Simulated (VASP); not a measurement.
Input:

```xyz
2
Lattice="1.8937 1.0933 3.9880 -1.8937 1.0933 3.9880 0.0000 -2.1867 3.9880" Properties=species:S:1:pos:R:3 pbc="T T T"
Mg     0.0000     0.0000     0.0000
Sb     0.0000     0.0000     5.9819
```

All values below come from PBEsol GGA, VASP's PBE PAW potentials (set 64) (plane waves; VASP). Settings: 400 eV cut-off, 13×13×13 Γ-centred mesh, tetrahedra with Blöchl corrections, potentials Mg Sb.

Unless said otherwise, spin-orbit coupling is left out, though it shifts the bands of the heavy elements here.

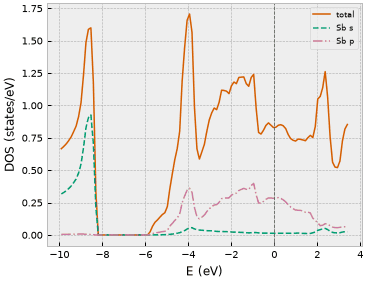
Fig. 1. Total and projected density of states, zero at the Fermi level

Within 2 eV below the Fermi level the largest weight inside VASP's projection spheres is Sb p.

It has no gap at this level: it comes out as a metal or semimetal.

The structure comes from a computed database's MgSb entry (R-3m); how it stands against other phases isn't given here. It was relaxed first. The electron count is odd and the run is not spin-polarised, which forces a metal.
